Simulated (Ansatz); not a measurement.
# ClH4PSi: geometry optimisation from a Python script

The task is a geometry optimisation, for ClH4PSi. SMILES: P[SiH2]Cl.

Computed with Ansatz 0.2.0, driven from Python. Level of theory: B3LYP+D4/cc-pVDZ.

## 1. The system

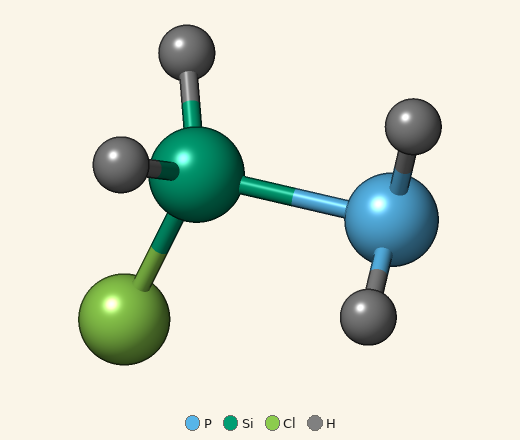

The starting structure, viewed from a chosen angle; phosphorus blue, silicon teal, chlorine green, hydrogen grey.

The script reads clh4psi.xyz:

```xyz
7

P    -1.39200    0.15570   -0.26720
Si    0.61840   -0.02910    0.48180
Cl    0.79210   -1.86370    1.33800
H    -1.27210   -0.73500   -1.32860
H    -1.20190    1.31760   -1.12030
H     0.91500    1.02900    1.49830
H     1.60170    0.05750   -0.64770
```

## 2. The script

File opt.py:

```python
"""Geometry optimisation of ClH4PSi."""

import itertools

import ansatz as az
from ase.data import atomic_numbers, covalent_radii
import numpy as np

BASIS = "cc-pVDZ"
XC = "b3lyp"
VDW = "d4"

clh4psi = az.Crystal.molecule_from_extxyz("clh4psi.xyz")

model = (
    clh4psi.calculation()
    .basis(gaussian=BASIS)
    .functional(XC, dispersion=VDW)
)
symbols = [site.symbol for site in clh4psi.cartesian_sites]
start = np.array([site.position_ang for site in clh4psi.cartesian_sites], dtype=float)
def progress(event):
    if event["event"] == "relax_step":
        row = event["data"]
        print(f"step {row['step']:3d}  E = {row['lagrangian_ev']:.6f} eV  largest force component {row['allowed_force_max_ev_ang']:.4f} eV/A")


data = model.relax(force_tolerance=0.01, max_steps=100).session().plan().execute(on_event=progress).report
end = np.array(data["positions_ang"])

for key in ("converged", "free_energy_ev", "reference_energy_ev", "n_frozen", "n_occupied", "n_virtual"):
    print(f"{key:22s} {data[key]}")

# pairs closer than 1.2 times the sum of covalent radii, before or after
radius = [covalent_radii[atomic_numbers[s]] for s in symbols]
span = lambda where, i, j: np.linalg.norm(where[i] - where[j])
bonded = [(i, j) for i, j in itertools.combinations(range(len(symbols)), 2) if min(span(start, i, j), span(end, i, j)) < 1.2 * (radius[i] + radius[j])]
print("pair        before    after (A)")
for i, j in bonded:
    print(f"{symbols[i]}{i}-{symbols[j]}{j}".ljust(10), f"{span(start, i, j):8.4f} {span(end, i, j):8.4f}")
for first, second in list(itertools.combinations(bonded, 2)):
    shared = set(first) & set(second)
    if shared and symbols[(j := shared.pop())] != "H":
        i, k = sorted((set(first) | set(second)) - {j})
        u, v = end[i] - end[j], end[k] - end[j]
        angle = np.degrees(np.arccos(np.clip(u @ v / np.linalg.norm(u) / np.linalg.norm(v), -1, 1)))
        print(f"final angle {symbols[i]}{i}-{symbols[j]}{j}-{symbols[k]}{k}: {angle:.2f} deg")

charges = data["charge_distribution"]
print("dipole moment", round(4.803205 * float(np.linalg.norm(charges["dipole_moment_e_ang"])), 3), "D")
print("Mulliken:", [(s, round(q, 3)) for s, q in zip(symbols, charges["mulliken_charges_e"])])
with open("clh4psi_opt.xyz", "w") as handle:
    handle.write(f"{len(symbols)}\nrelaxed ClH4PSi\n")
    handle.writelines(f"{s:2s} {x:11.6f} {y:11.6f} {z:11.6f}\n" for s, (x, y, z) in zip(symbols, end))
```

## 3. The calls as engine input

The engine receives this input:

```yaml
crystal:
  periodic: [false, false, false]
  atoms:
    - { symbol: P, position_ang: [-1.392, 0.1557, -0.2672] }
    - { symbol: Si, position_ang: [0.6184, -0.0291, 0.4818] }
    - { symbol: Cl, position_ang: [0.7921, -1.8637, 1.338] }
    - { symbol: H, position_ang: [-1.2721, -0.735, -1.3286] }
    - { symbol: H, position_ang: [-1.2019, 1.3176, -1.1203] }
    - { symbol: H, position_ang: [0.915, 1.029, 1.4983] }
    - { symbol: H, position_ang: [1.6017, 0.0575, -0.6477] }
basis:
  gaussian:
    orbitals: cc-pVDZ
hamiltonian:
  xc: b3lyp
  dispersion: d4
relax:
  f_tol: 0.01
  max_steps: 100
```

## 4. Launch

Started as:

```
$ python opt.py
```

The program printed:

```text
step   1  E = -29757.020683 eV  largest force component 2.2381 eV/A
step   2  E = -29757.201761 eV  largest force component 0.4045 eV/A
step   3  E = -29757.237729 eV  largest force component 0.2019 eV/A
step   4  E = -29757.237486 eV  largest force component 0.1877 eV/A
step   5  E = -29757.240053 eV  largest force component 0.0201 eV/A
step   6  E = -29757.240653 eV  largest force component 0.0120 eV/A
step   7  E = -29757.240710 eV  largest force component 0.0037 eV/A
converged              True
free_energy_ev         -29757.240955508412
reference_energy_ev    -29756.965239403853
n_frozen               0
n_occupied             [25, 25]
n_virtual              [49, 49]
pair        before    after (A)
P0-Si1       2.1533   2.2781
P0-H3        1.3908   1.4347
P0-H4        1.4539   1.4381
Si1-Cl2      2.0320   2.1041
Si1-H5       1.4969   1.4924
Si1-H6       1.5000   1.4924
final angle Si1-P0-H3: 93.11 deg
final angle Si1-P0-H4: 92.19 deg
final angle P0-Si1-Cl2: 107.49 deg
final angle P0-Si1-H5: 109.37 deg
final angle P0-Si1-H6: 114.68 deg
final angle H3-P0-H4: 93.36 deg
final angle Cl2-Si1-H5: 107.86 deg
final angle Cl2-Si1-H6: 107.03 deg
final angle H5-Si1-H6: 110.14 deg
dipole moment 1.945 D
Mulliken: [('P', -0.034), ('Si', 0.337), ('Cl', -0.241), ('H', 0.017), ('H', 0.005), ('H', -0.041), ('H', -0.043)]
```

It took 8.4 s on 1 thread of AMD EPYC 9R45 (Zen 5), shared host; peak memory 0.23 GiB.

File clh4psi_opt.xyz afterwards:

```xyz
7
relaxed ClH4PSi
P    -1.507183    0.155332   -0.284943
Si    0.642514   -0.021145    0.448037
Cl    0.832808   -1.884589    1.406584
H    -1.282314   -0.721795   -1.397847
H    -1.208276    1.337480   -1.047439
H     0.909566    1.043240    1.459439
H     1.674085    0.023478   -0.629531
```

## 5. Size and end state of the run

From the engine's report, whether the script printed it or not:

```
             item         value
SCF cycles in all            63
         orbitals            74
total energy (eV)  -29757.24096
```

## 6. How the relaxation went

Step by step:

```
step  E - E(step 1) (eV)  largest force component (eV/Å)
   1              0.0000                          2.2381
   2             -0.1811                          0.4045
   3             -0.2170                          0.2019
   4             -0.2168                          0.1877
   5             -0.2194                          0.0201
   6             -0.2200                          0.0120
   7             -0.2200                          0.0037
```

Step 1 is the start. Step 4 was tried and not accepted.

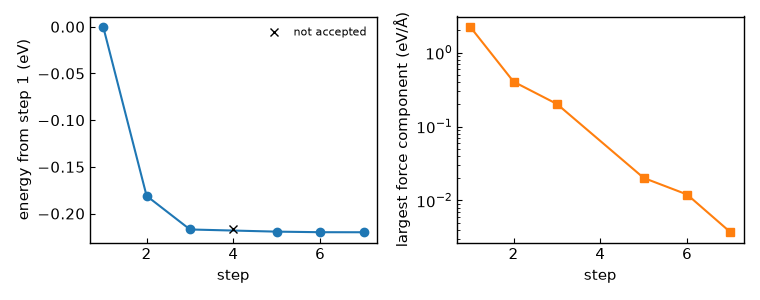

Energy and largest force along the relaxation.

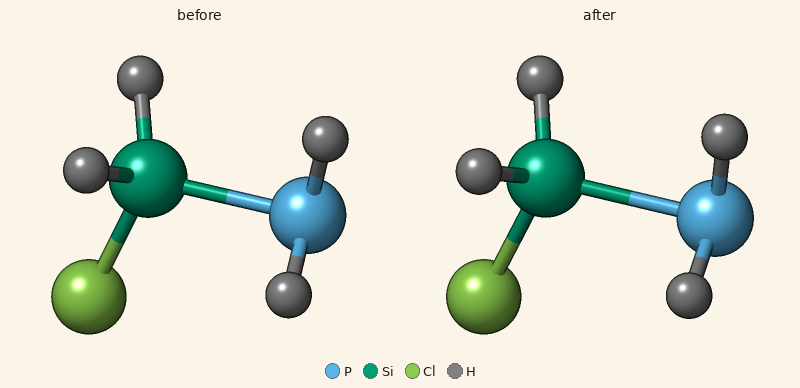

The structure before (left) and after (right) the relaxation, drawn at the same scale.

Before: Bond lengths: P1–Si2 2.153 Å, Si2–Cl3 2.032 Å, P1–H4 1.391 Å, P1–H5 1.454 Å, Si2–H6 1.497 Å, Si2–H7 1.500 Å. Angles: P1–Si2–Cl3 107.7°, P1–Si2–H6 111.1°, P1–Si2–H7 110.2°, Cl3–Si2–H6 109.6°, Cl3–Si2–H7 108.3°, H6–Si2–H7 109.9°, Si2–P1–H4 97.5°, Si2–P1–H5 98.7°, H4–P1–H5 93.0°.

After: Bond lengths: P1–Si2 2.278 Å, Si2–Cl3 2.104 Å, P1–H4 1.435 Å, P1–H5 1.438 Å, Si2–H6 1.492 Å, Si2–H7 1.492 Å. Angles: P1–Si2–Cl3 107.5°, P1–Si2–H6 109.4°, P1–Si2–H7 114.7°, Cl3–Si2–H6 107.9°, Cl3–Si2–H7 107.0°, H6–Si2–H7 110.1°, Si2–P1–H4 93.1°, Si2–P1–H5 92.2°, H4–P1–H5 93.4°.

## 7. Summary of results

| quantity | value |
| --- | --- |
| total energy | -29757.2410 eV |
| dipole moment | 1.94 D |
| moves of the relaxation | 5 |
| energy gained | 0.220 eV |
| last largest force component | 0.0037 eV/Å |

**Reading.** The relaxation took 5 moves; the largest shift is 0.117 Å, of atom 1 (P). Notes:
- The end point is the stationary point reached from this start; no frequency run checks that it is a minimum, and the basis set is modest.
- Total less reference energy is the dispersion correction.
- b3lyp holds the VWN-RPA fit, as in Gaussian; the form of ORCA and Turbomole is b3lyp5.
